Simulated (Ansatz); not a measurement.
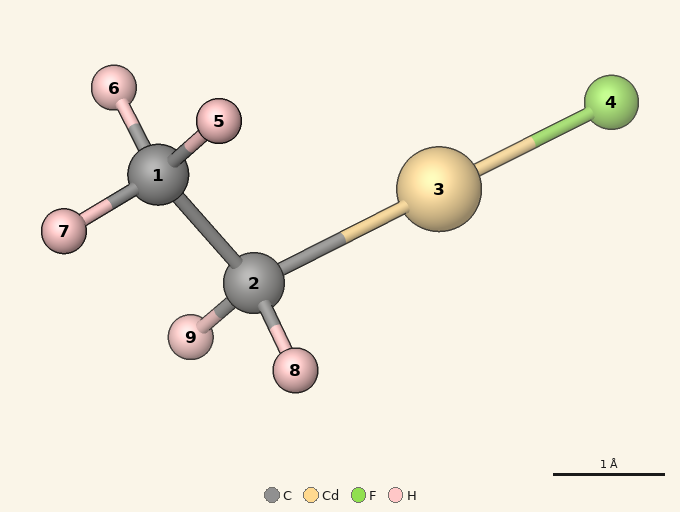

Orthographic view. Atoms fade into the background with distance from the viewer. The computed structure is the end point of a PBE0-D4/def2-TZVP optimisation.

Write a Z-matrix (Å, degrees) in the order of the atom numbers, with these reference atoms: 2 to 1; 3 to 2, 1; 4 to 3, 1, 2; 5 to 1, 2, 3; 6 to 1, 5, 2; 7 to 1, 6, 5; 8 to 2, 1, 6; 9 to 2, 8, 1.

```
C  
C    1   1.522
Cd   2   2.097   1   114.8
F    3   1.950   1   153.3   2   180.0
H    1   1.092   2   112.2   3   -60.4
H    1   1.092   5   107.3   2  -123.6
H    1   1.095   6   107.1   5   114.6
H    2   1.092   1   111.1   6  -178.9
H    2   1.092   8   106.7   1  -121.2
```
